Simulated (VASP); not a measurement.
Band structure of Al₃GaN₄ (space group Pm). Method: modified Becke-Johnson potential (mBJ), VASP's PBE PAW potentials (set 64) (plane waves; VASP).

mBJ is a potential without an energy functional, so only the levels count.

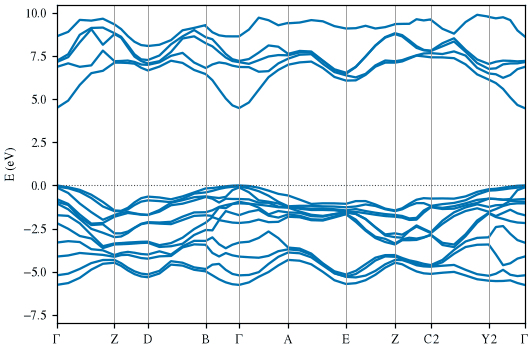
Figure. Bands along high-symmetry lines, zero at the valence-band maximum or, without a gap, the Fermi level

### Question
Read the plot: is there a gap, and where are the band edges?

### Answer
The gap is direct, 4.48 eV, from the valence maximum at Γ to the conduction minimum at Γ.

The structure comes from a computed database's Al3GaN4 entry (Pm); how it stands against other phases isn't given here. It was relaxed first. The cell's shape comes from a PBE relaxation.
